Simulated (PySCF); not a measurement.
**C5H6F3Si (SMILES FC(F)C1=CC[Si](F)C1) (doublet): density, localisation and related maps**

```xyz
15

F     2.5378    0.2514   -1.2940
C     2.0221   -0.2535   -0.1363
F     2.3826   -1.5588   -0.1070
C     0.5346   -0.0650   -0.0900
C    -0.3333   -1.0672   -0.1481
C    -1.7987   -0.7806   -0.1007
Si   -1.8511    1.1310   -0.0368
F    -2.3945    1.5488    1.4525
C     0.0491    1.3519    0.0009
H     2.5418    0.2554    0.6934
H    -0.0106   -2.0951   -0.2206
H    -2.2405   -1.2244    0.7939
H    -2.2946   -1.2379   -0.9556
H     0.4743    1.9421   -0.8103
H     0.3769    1.8099    0.9367
```

Geometry: GFN2-xTB.

These are results of UKS B3LYP, pcH-1 on C F H Si, non-relativistic, mean-field spin-orbit, GIAO (PySCF), not measurements.

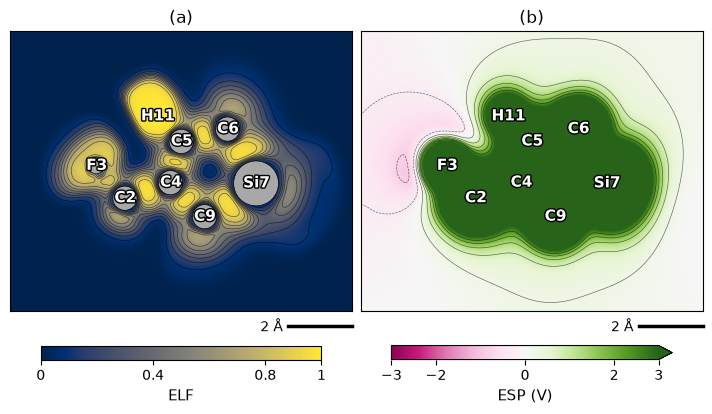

Figure 1. (a) ELF; (b) electrostatic potential on the plane of atoms C4, C5 and C6. Grey discs cover the atomic cores in the ELF map.

Interpret the plot.

Answer. Atoms in the plane: C, F, Si and H. C–C (1.33 Å): the ELF peaks at about 0.90 between the atoms: a short, multiple covalent bond. C–F (1.35 Å): the ELF peaks at about 0.85 between the atoms, as expected for a shared but strongly polarised pair. C–Si (1.91 Å): the ELF peaks at about 0.95 between the atoms, as expected for a shared electron pair. C–H (1.08 Å): the ELF climbs to about 1 towards the hydrogen, as it does in any bond to H (a covalent bond by its length). C–C (1.49 Å): the ELF peaks at about 0.95 between the atoms: a shared electron pair. The ELF also peaks beside F3, away from the bonds: non-bonding electrons, paired or unpaired. Outside the dense part of the molecule the potential is most negative (−0.9 V) near F3.

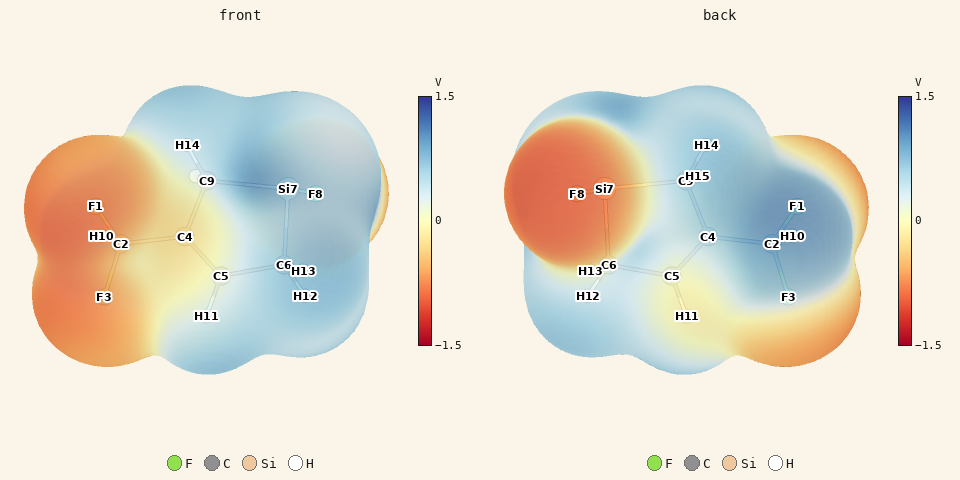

Figure 2. The electrostatic potential painted on the density surface at 0.001 e/bohr³, seen from the front and from behind; the colour scale runs from red (negative) to blue (positive).

Where is the surface potential most negative and most positive?

Answer. The most negative region (about −1.0 V) lies over F8, the most positive (about +1.0 V) over Si7 and H10.
